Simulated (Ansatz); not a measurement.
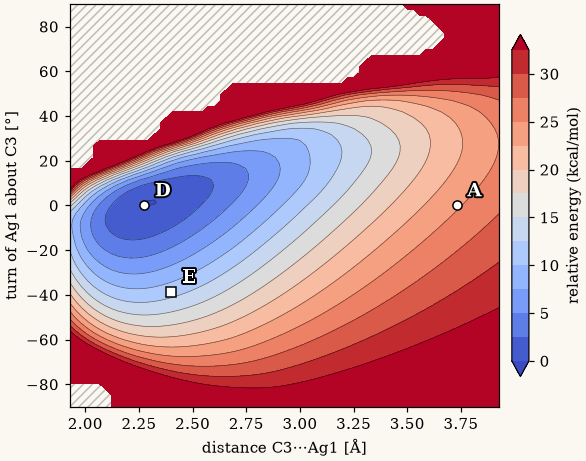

C₂H₂Ag, charge +1. The turn is about an axis along (0.95, −0.32, −0.03) in the frame of the relaxed pair, normal to the line between the partners. The first coordinate is: distance C3···Ag1; the second: turn of Ag1 about C3. The grid has 15 × 15 points. At 53 points there is no value (left out of the scan, as a rule where atoms come close). All energies are given in kcal/mol relative to the lowest grid point. All numbers below come from Ansatz, RKS PBE-D4/def2-SVPD.

Drawn: filled contours, one colour for all values above the top of the scale, hatched blanks where no value was computed, lettered points. Between grid points the surface is interpolated.

Question: Is A the lowest point of the computed grid?

Answer: No. A lies 24.7 kcal/mol above the lowest grid point, which is at distance C3···Ag1 = 2.274 Å, turn of Ag1 about C3 = 0.0°.

Question: What kind of point is each of A, D, E: minimum, saddle, maximum or slope?

Answer: A: on a slope; D: minimum; E: on a slope. (In these two coordinates alone; a stationary point may lie a little off the grid point.)

Question: Rank the lettered points by energy, lowest first.

Answer: D (0.0 kcal/mol), E (11.5 kcal/mol), A (24.7 kcal/mol).
